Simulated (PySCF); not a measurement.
C7H11NOSi

Input file:

```
{"job": {"kind": "nmr", "xc": "PBE0", "basis": "pcSseg-1"}, "charge": 0, "multiplicity": 1}
C     -4.314180    -0.256788     0.085625
O     -2.959530    -0.473824     0.310908
Si    -1.738633     0.420333    -0.275056
N     -0.429138    -0.466325     0.393206
C      0.917332    -0.225058     0.264134
C      1.846192    -1.078714     0.862638
C      3.201786    -0.849124     0.734164
C      3.662380     0.236801     0.009050
C      2.747756     1.091152    -0.584862
C      1.390657     0.866602    -0.462194
H     -4.607906     0.749436     0.393672
H     -4.555656    -0.375711    -0.973391
H     -4.878066    -0.988129     0.665850
H     -1.733462     0.418347    -1.743275
H     -1.805870     1.798612     0.226890
H     -0.646527    -1.286693     0.940663
H      1.492165    -1.929283     1.429501
H      3.903405    -1.523885     1.203034
H      4.722031     0.415470    -0.093133
H      3.095784     1.942653    -1.151514
H      0.680560     1.531072    -0.926976
```

Command:

```sh
OMP_NUM_THREADS=1 python probes_run.py task.json out
```

Geometry: GFN2-xTB.

All numbers below come from PBE0/pcSseg-1, SCF density, gas phase, non-relativistic in PySCF.

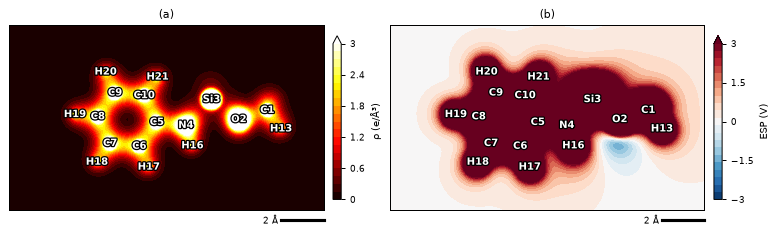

Figure 1. (a) electron density; (b) molecular electrostatic potential on the plane of atoms C8, C7 and H18.

> What do the fields say about this system?

Atoms in the plane: C, O, Si, N and H. C–N (1.37 Å): ρ is about 2.2 e/Å³ halfway. C–C (1.38 Å): ρ at the midpoint is about 2.1 e/Å³. C–O (1.39 Å): ρ at the midpoint is about 2.1 e/Å³, with its minimum of 1.8 e/Å³ about 0.5 Å from C. Si–O (1.62 Å): ρ at the midpoint is about 1.2 e/Å³. Si–N (1.72 Å): ρ is about 1.1 e/Å³ halfway. Outside the dense part of the molecule the potential is most negative (−1.5 V) near O2.

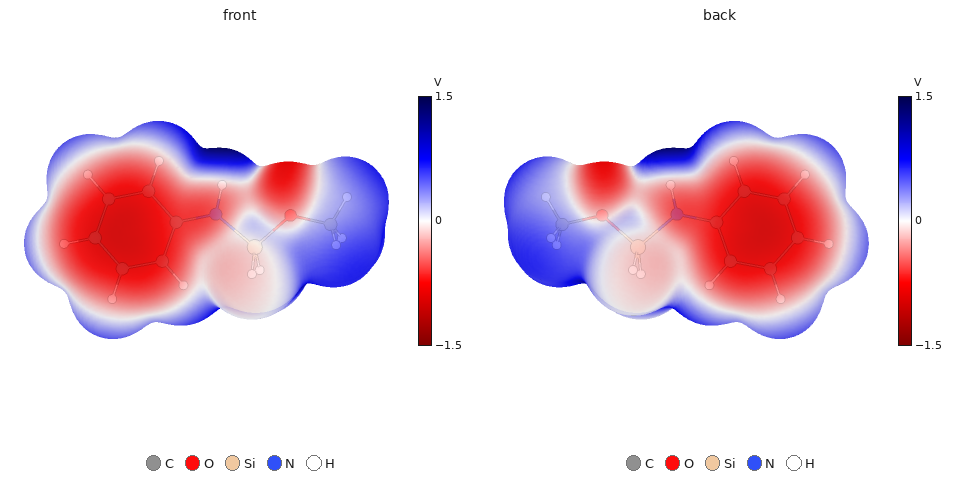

Figure 2. The electrostatic potential painted on the density surface at 0.001 e/bohr³, seen from the front and from behind; red is negative and blue positive.

> Which sites attract a positive test charge, and which a negative one?

A positive charge is drawn to the negative regions and a negative charge to the positive ones. The most negative region (about −0.9 V) lies over the π face of the C atoms, the most positive (about +1.3 V) over H16.
